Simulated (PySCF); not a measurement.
# C4H12AlClO2: what the fields show

The calculation's input:

```
{"job": {"kind": "nmr", "xc": "PBE0", "basis": "pcSseg-1"}, "charge": 0, "multiplicity": 1}
C      1.852372    -1.242104     0.187275
O      2.029778    -0.027126    -0.527296
C      0.892937     0.422913    -1.160312
O     -0.068526     0.922327    -0.248882
C      0.340604     2.097673     0.429628
Al    -1.604823     0.111315     0.538647
C     -1.835696    -1.654602    -0.463350
Cl    -2.499957    -0.608941    -1.781323
H      1.033295    -1.161382     0.912607
H      2.790594    -1.426424     0.704122
H      1.642924    -2.063850    -0.504178
H      0.379425    -0.372679    -1.717912
H      1.207275     1.225746    -1.840580
H      0.368395     2.943278    -0.261489
H      1.322128     1.952448     0.883303
H     -0.403301     2.274517     1.205073
H     -2.562973     1.327138     0.321892
H     -1.081501    -0.099763     1.992496
H     -1.130278    -2.336186    -0.945095
H     -2.677820    -2.273619    -0.137360
```

Command:

```sh
OMP_NUM_THREADS=1 python probes_run.py task.json out
```

Geometry: GFN2-xTB.

Method: PySCF, PBE0/pcSseg-1, SCF density, gas phase, non-relativistic.

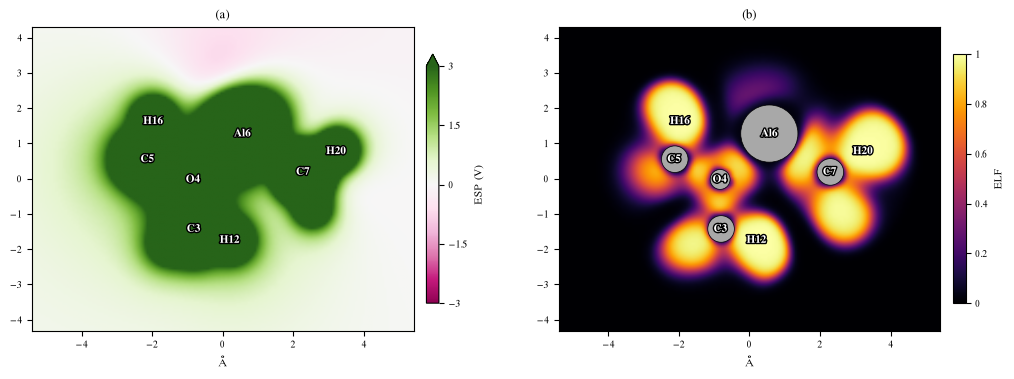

Figure 1. (a) molecular electrostatic potential; (b) ELF on the plane of atoms O4, Al6 and C7. Grey discs cover the atomic cores in the ELF map.

Read the bonding off the picture.

Answer. The plane passes through C, O, Al and H nuclei.
Al–O (1.91 Å): the ELF peaks at about 0.90 in the valence shell of O, 0.6 Å from its nucleus, and is about 0.45 at the midpoint.
C–Al (2.04 Å): the ELF peaks at about 0.95 between the atoms, as expected for a shared but strongly polarised pair.
C–H (1.10 Å): the ELF climbs to about 1 towards the hydrogen, as it does in any bond to H: a covalent bond by its length.
C–O (1.42 Å): the ELF peaks at about 0.90 between the atoms; a shared but strongly polarised pair.
Outside the dense part of the molecule the potential is most negative (−0.7 V) near H17, which lies off the plane.

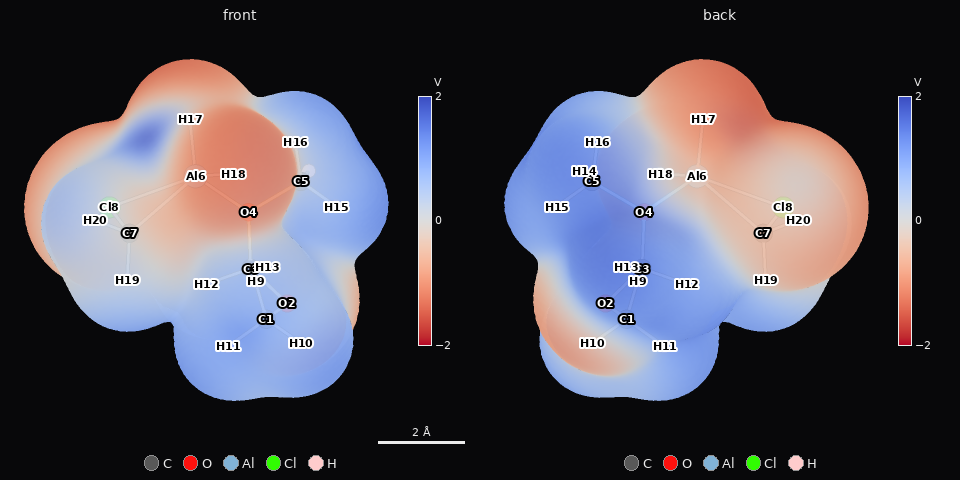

Figure 2. The electrostatic potential painted on the density surface at 0.002 e/bohr³, seen from the front and from behind; the colour scale runs from red (negative) to blue (positive).

Describe the electrostatic potential map.

Answer. The most negative region (about −1.4 V) lies over Cl8 and H17, the most positive (about +1.5 V) over H13 and H14.
